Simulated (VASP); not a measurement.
Band structure of HfRh (space group Pm-3m). Method: PBEsol GGA, VASP's PBE PAW potentials (set 64) (plane waves; VASP).

Unless said otherwise, spin-orbit coupling is left out, though it shifts the bands of the heavy elements here.

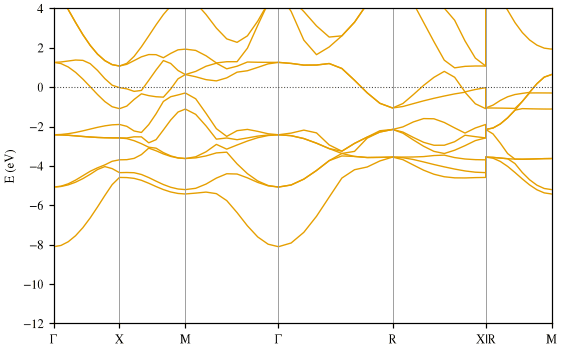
Bands along high-symmetry lines, zero at the valence-band maximum or, without a gap, the Fermi level

Task: Read the plot: is there a gap, and where are the band edges?

Result: It has no gap at this level: it comes out as a metal or semimetal.

The structure comes from a computed database's HfRh entry; how it stands against other phases isn't given here. The cell was not relaxed at this level. The electron count is odd and the run is not spin-polarised, which forces a metal.
